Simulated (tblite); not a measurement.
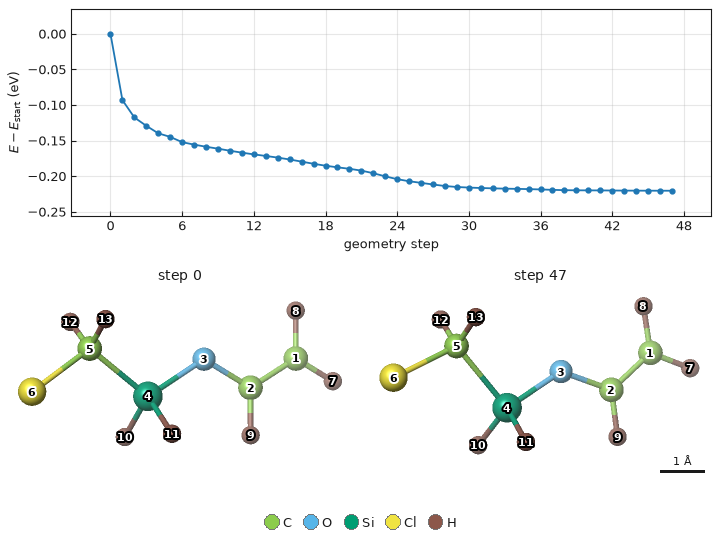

First and last geometry of a relaxation of C$_{3}$H$_{7}$ClOSi, with the history of the run. A ball-and-stick model, seen at a tilt.

Theory: tblite, GFN2-xTB geometry optimisation, gas phase. 

Read the history and describe the run.

It converged. After 47 geometry steps the energy has fallen by 0.220 eV. The largest move after the best rigid fit is that of H8, 0.33 Å. Largest moves by element: H 0.33 Å, Cl 0.32 Å, O 0.29 Å, Si 0.26 Å, C 0.19 Å. Among the contacts that change: Si4–C5 1.842 → 1.901 Å, O3–Si4 1.676 → 1.624 Å, Si4–H11 1.500 → 1.463 Å, C1–C2 1.345 → 1.321 Å. Bond angles that change, for instance: O3–Si4–C5 113.2° → 101.5°, C2–O3–Si4 120.8° → 131.4°, H10–Si4–H11 106.2° → 110.6°.

```tsv
step	E − E(0), eV
0	0.0000
1	-0.0931
2	-0.1174
3	-0.1292
4	-0.1397
5	-0.1447
6	-0.1521
7	-0.1555
8	-0.1585
9	-0.1613
10	-0.1642
12	-0.1693
14	-0.1738
16	-0.1794
18	-0.1852
20	-0.1895
22	-0.1957
24	-0.2041
26	-0.2093
28	-0.2137
29	-0.2151
31	-0.2165
33	-0.2174
35	-0.2180
37	-0.2191
39	-0.2197
41	-0.2199
43	-0.2201
45	-0.2203
47	-0.2203
```
